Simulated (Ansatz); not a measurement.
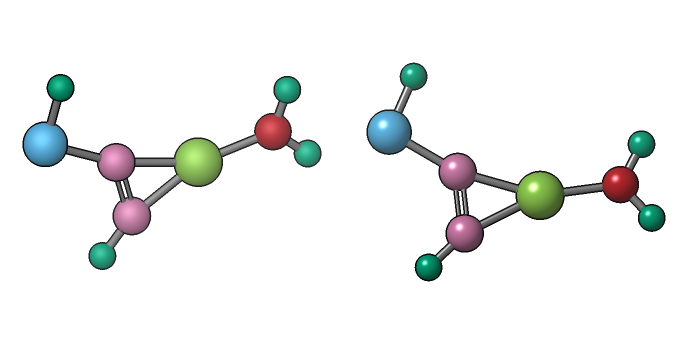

Both panels show the same species. Colours: nitrogen red, aluminium green, carbon pink, sulfur blue, hydrogen teal.

The computed structure is the end point of a PBE0-D4/def2-TZVP optimisation.

Description:

Formula C2H4AlNS. As SMILES it reads `[NH2][Al]1[CH]=[C]1S`. Among its groups: alkene, thiol. This geometry has Cs symmetry. All atoms lie on one plane. Coordination: 1 N trigonal planar; 1 Al T-shaped; 2 C T-shaped; 1 S bent.

The parts below concern this one geometry. Atoms keep their numbers from picture to picture.

### Geometry

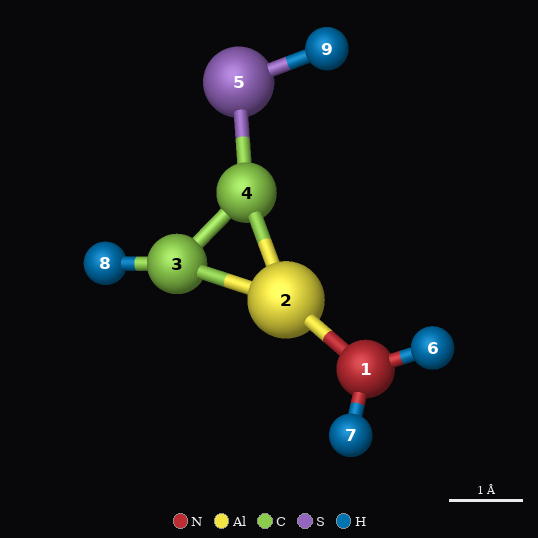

Which atoms are bonded, and how long are the bonds?

```
  bond  length (Å)
N1–Al2       1.754
 N1–H6       1.006
 N1–H7       1.006
Al2–C3       1.838
Al2–C4       1.863
 C3–C4       1.376
 C3–H8       1.088
 C4–S5       1.731
 S5–H9       1.342
```

### Dipole moment

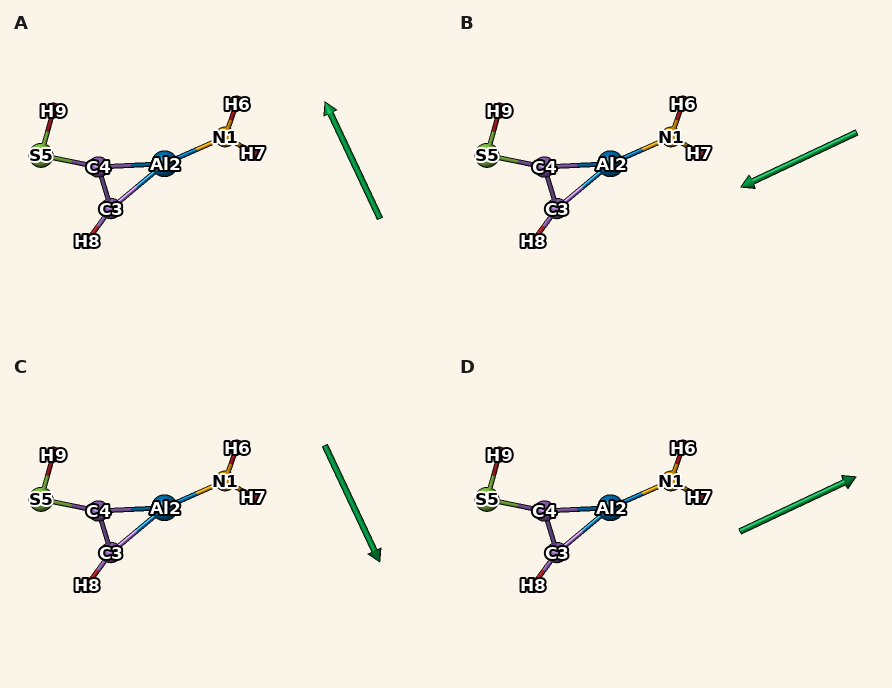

The same molecule four times, each with an arrow. Method: RKS PBE0-D4/def2-TZVP (Ansatz 0.2.0).

Which arrow points along the dipole moment, from the negative to the positive end?

Answer. D. The dipole moment is 3.47 D; it points from the side of S5 to the side of H6, H7 (the outermost atoms at the two ends).

### Thermal motion

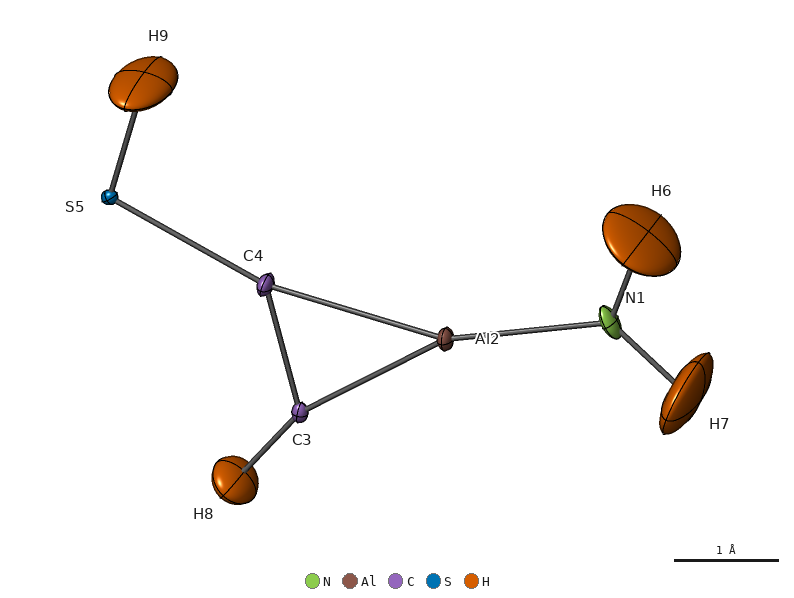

Displacement ellipsoids at the 50 % level, from the internal vibrations of the free molecule (harmonic, no overall translation or rotation; no half-axis is drawn under 0.075 Å). Vibrations computed with RKS PBE0-D4/def2-TZVP (Ansatz 0.2.0). Temperature: 400 K.

Which atom has the largest mean-square displacement?

Answer. H7, with U_eq = 0.0692 Å².

Does H9 move more along its bond or across it?

Answer. Across it: the root-mean-square amplitude is 0.091 Å along the bond and up to 0.346 Å across, since bending and torsion are softer than stretching.

Give the displacement parameters, one line for each set of equivalent atoms.

```csv
atom,U_eq (Å²),rms amplitudes (Å)
N1,0.0074,"0.041, 0.085, 0.115"
Al2,0.0043,"0.033, 0.074, 0.079"
C3,0.0035,"0.051, 0.055, 0.069"
C4,0.0051,"0.038, 0.072, 0.092"
S5,0.0017,"0.031, 0.031, 0.057"
H6,0.0640,"0.084, 0.269, 0.336"
H7,0.0692,"0.099, 0.246, 0.371"
H8,0.0271,"0.096, 0.159, 0.216"
H9,0.0544,"0.085, 0.190, 0.346"
```

### Electronic properties

Level of theory: RKS HSE06 (plane-wave form)-D4/def2-TZVPP (Ansatz 0.2.0).

Computed properties:

- HOMO energy (Kohn–Sham orbital): −6.02 eV
- LUMO energy (Kohn–Sham orbital): −1.16 eV
- HOMO–LUMO gap: 4.86 eV
- dispersion correction: −15.8 kJ/mol
